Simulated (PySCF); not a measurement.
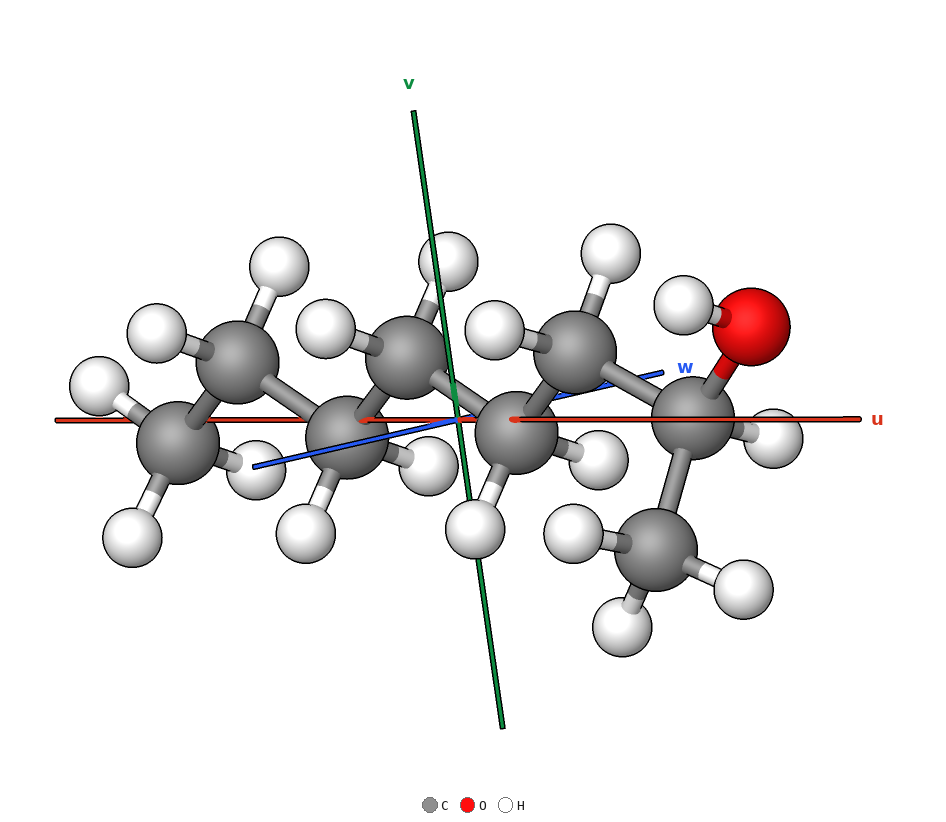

The lines u, v and w are the principal axes of the static dipole polarisability. The computed structure is the end point of a PBE0-D3(BJ)/def2-SVP optimisation. No frequency run is at hand to confirm it as a minimum. Method: B3LYP/def2-SVPD (PySCF 2.14.0).

**Along which axis is the molecule most polarisable, and along which least?**

Most along u, least along w.

**Give the three principal values.**

u 129.0, v 99.4, w 92.2 bohr³; mean 106.9, anisotropy 33.8 bohr³.
